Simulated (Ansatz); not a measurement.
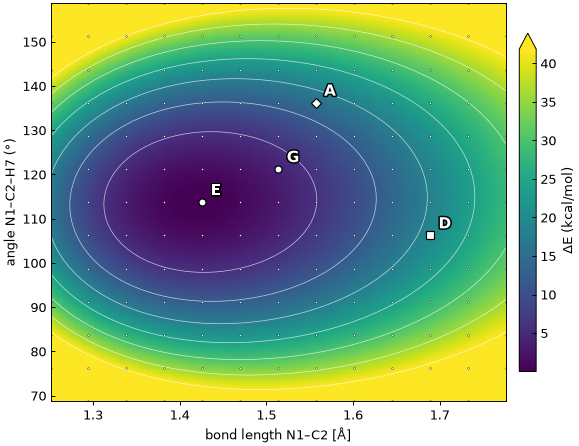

CH3BClN, SMILES NC=BCl. 
- First axis: bond length N1–C2. Second axis: angle N1–C2–H7.
- Nothing is relaxed (all other coordinates rigid).
- Grid: 13 × 13 points.
- Energies: kcal/mol, counted from the relaxed molecule at the same level.
- Level of theory: RKS r2SCAN-D4/def2-TZVP (Ansatz).

The picture shows a smooth colour map with a few white contour lines, dots at the grid points, one colour for all values above the top of the scale, lettered points. Between grid points the surface is interpolated.

Is G the lowest point of the computed grid?

Answer. No. G lies 4.0 kcal/mol above the lowest grid point, which is at bond length N1–C2 = 1.426 Å, angle N1–C2–H7 = 113.7°.

What kind of point is each of A, D, E, G: minimum, saddle, maximum or slope?

Answer. A: on a slope; D: on a slope; E: minimum; G: on a slope. (In these two coordinates alone; a stationary point may lie a little off the grid point.)

Rank the lettered points by energy, lowest first.

Answer. E (0.010 kcal/mol), G (4.0 kcal/mol), A (15.3 kcal/mol), D (19.5 kcal/mol).
